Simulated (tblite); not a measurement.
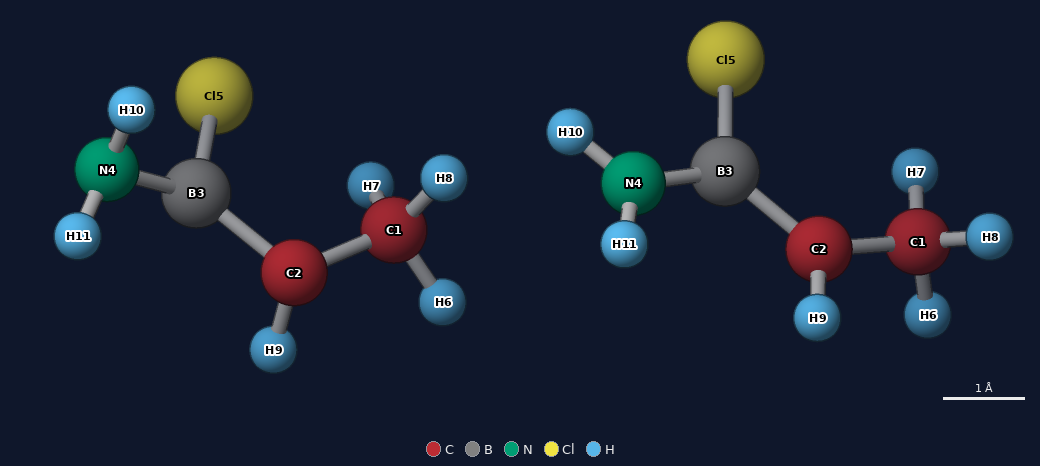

Two geometries of C2H6BClN (multiplicity 2), drawn at one scale. One is the start of a relaxation, the other its converged end. Style: ball-and-stick. Shown at a tilt.

Theory: tblite, GFN2-xTB geometry optimisation, gas phase. 

### Which one is relaxed?

The right one is the relaxed one. H10 moves most after the best rigid fit: 1.27 Å. Largest moves by element: H 1.27 Å, Cl 0.62 Å, B 0.31 Å, C 0.31 Å, N 0.19 Å. Among the contacts that change: B3–Cl5 1.854 → 1.757 Å, B3–N4 1.494 → 1.403 Å, C2–B3 1.574 → 1.511 Å, N4–H10 1.050 → 1.005 Å. Among the angles between lasting bonds that change: C1–C2–B3 109.9° → 125.7°, B3–N4–H10 110.0° → 123.2°, B3–C2–H9 107.0° → 119.9°. After 93 geometry steps the energy has fallen by 187.6 kJ/mol.
